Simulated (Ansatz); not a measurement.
**C$_{8}$H$_{11}$NSi: density, localisation and related maps**

The calculation's input:

```
crystal:
  periodic: [false, false, false]
  atoms:
    - {symbol: C, position_ang: [-0.130602, 2.503960, -1.098245]}
    - {symbol: C, position_ang: [-0.698959, 2.130407, 0.047054]}
    - {symbol: N, position_ang: [-0.713815, 0.860746, 0.616028]}
    - {symbol: Si, position_ang: [-1.812568, 0.476550, 1.912287]}
    - {symbol: C, position_ang: [0.068099, -0.178751, 0.054014]}
    - {symbol: C, position_ang: [-0.532773, -1.364377, -0.351253]}
    - {symbol: C, position_ang: [0.238762, -2.410365, -0.838370]}
    - {symbol: C, position_ang: [1.612188, -2.272606, -0.943370]}
    - {symbol: C, position_ang: [2.213401, -1.083523, -0.548641]}
    - {symbol: C, position_ang: [1.450935, -0.044378, -0.047569]}
    - {symbol: H, position_ang: [-0.197542, 3.537737, -1.406632]}
    - {symbol: H, position_ang: [0.401836, 1.814355, -1.740132]}
    - {symbol: H, position_ang: [-1.230438, 2.866399, 0.644313]}
    - {symbol: H, position_ang: [-3.096490, -0.116375, 1.444379]}
    - {symbol: H, position_ang: [-2.115243, 1.755226, 2.603286]}
    - {symbol: H, position_ang: [-1.147931, -0.492869, 2.815412]}
    - {symbol: H, position_ang: [-1.611560, -1.462491, -0.293598]}
    - {symbol: H, position_ang: [-0.242094, -3.331791, -1.146072]}
    - {symbol: H, position_ang: [2.214846, -3.086190, -1.329396]}
    - {symbol: H, position_ang: [3.289253, -0.970485, -0.620262]}
    - {symbol: H, position_ang: [1.916198, 0.879623, 0.273568]}
basis:
  gaussian: {orbitals: def2-TZVPP}
hamiltonian: {xc: pbe0, dispersion: d4}
output: {orbitals: {seedname: orbitals}}
```

Command:

```sh
ansatz run in.yaml --threads 4 --pin off --events-out ev --progress --plain --max-ram 46080MiB --backend cuda --devices 0, --max-vram 37GiB
```

Geometry: PBE0-D4/def2-TZVP.

Level of theory: RKS PBE0-D4/def2-TZVPP (Ansatz).

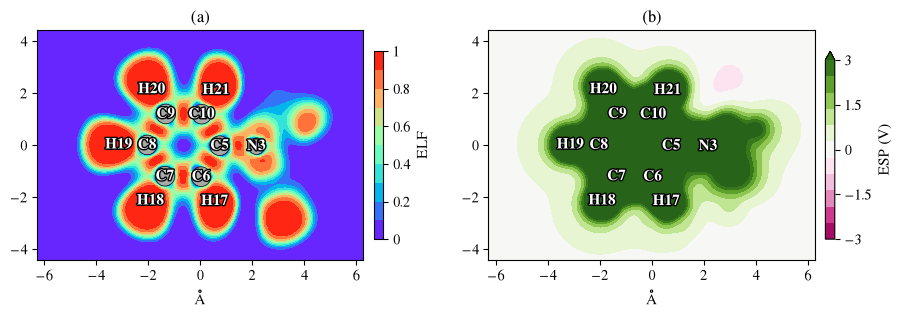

Figure 1. (a) electron localisation function; (b) molecular electrostatic potential on the plane of atoms C7, C8 and C9. Grey discs cover the atomic cores in the ELF map.

**What does the map show?**

Atoms in the plane: N, C and H. C–N (1.42 Å): the ELF peaks at about 0.90 between the atoms, as expected for localised, covalent bonding. C–H (1.08 Å): the ELF climbs to about 1 towards the hydrogen, as it does in any bond to H: a covalent bond by its length. C–C (1.38 Å): the ELF peaks at about 0.95 between the atoms: localised, covalent bonding. Outside the dense part of the molecule the potential is most negative (−0.4 V) near C2, which lies off the plane.

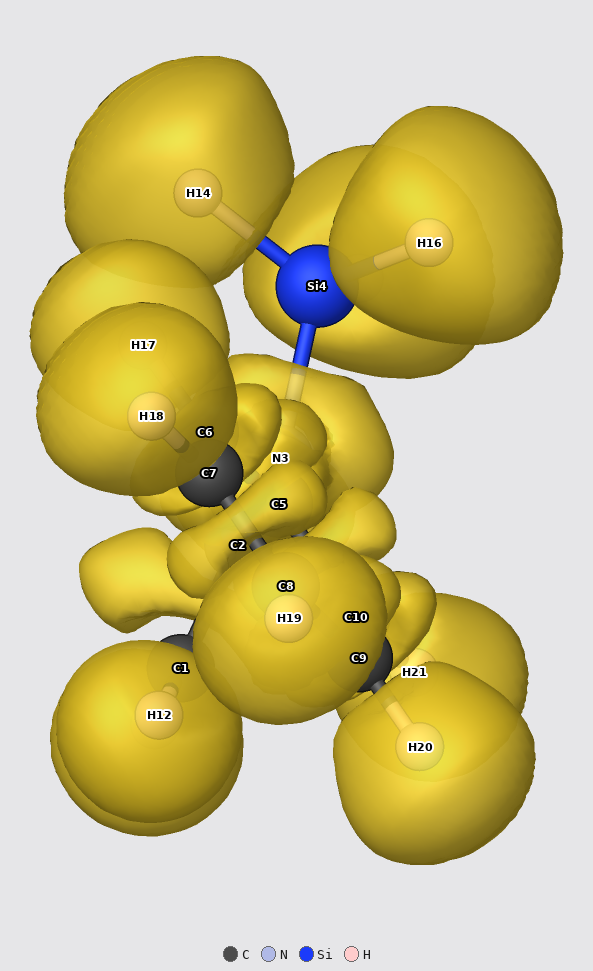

Figure 2. Isosurface of the ELF at 0.75 (yellow), seen at an oblique angle. Only the valence region is drawn (cores and ρ < 0.01 e/Å³ removed).

**Describe the localisation domains.**

The surface consists of seven regions between bonded C–C atoms (shared pairs), eleven regions around hydrogen nuclei and one region on N in which the atom's valence shell and bonds are merged. Profiles from the grid: C–C (1.33 Å): the ELF peaks at about 0.95 between the atoms (a multiple bond). C–N (1.39 Å): the ELF peaks at about 0.90 between the atoms, as expected for a covalent bond.

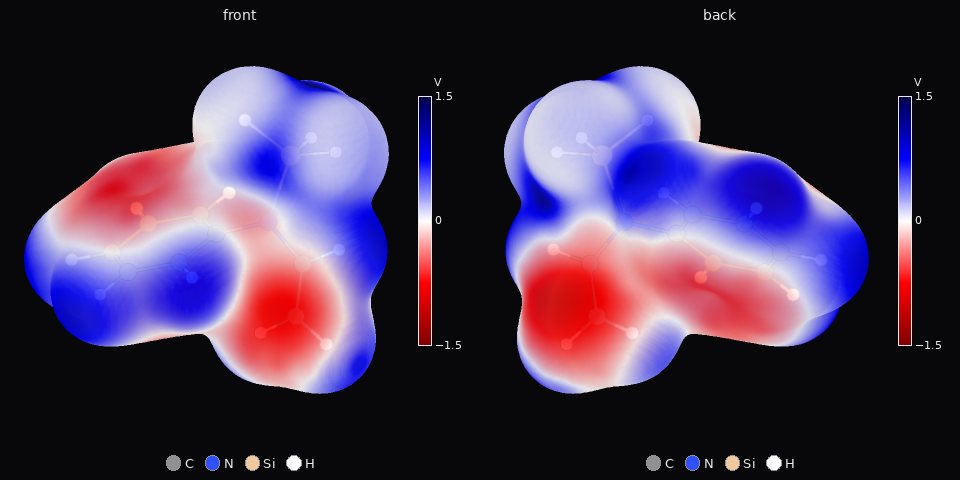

Figure 3. The electrostatic potential painted on the density surface at 0.002 e/bohr³, seen from the front and from behind; the colour scale runs from red (negative) to blue (positive).

**Which sites attract a positive test charge, and which a negative one?**

A positive charge is drawn to the negative regions and a negative charge to the positive ones. The most negative region (about −0.9 V) lies over the π face of C1, the most positive (about +1.2 V) over Si4.
